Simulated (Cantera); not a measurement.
Feed: 1 mol Pb, 0.17 mol CO, 0.094 mol H₂O, equilibrated at 0.300 bar.

Method: chemical equilibrium by Gibbs-energy minimisation in Cantera with the NASA 1993 tables (ideal gas, pure condensed phases). Candidate condensed phases: C, C₆H₆, C₇H₈, C₈H₁₈, H₂O, Pb, PbO, PbO₂, Pb₃O₄; 113 gas species. Equilibrium is a limit: real reactors are often held back by kinetics, nucleation or transport.

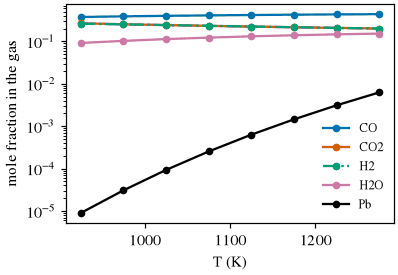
*Equilibrium gas composition (values under 1e-9 drawn at 1e-9)*

From 925 K to 1275 K the condensed part is Pb(l). The main Pb-bearing gas is Pb throughout.
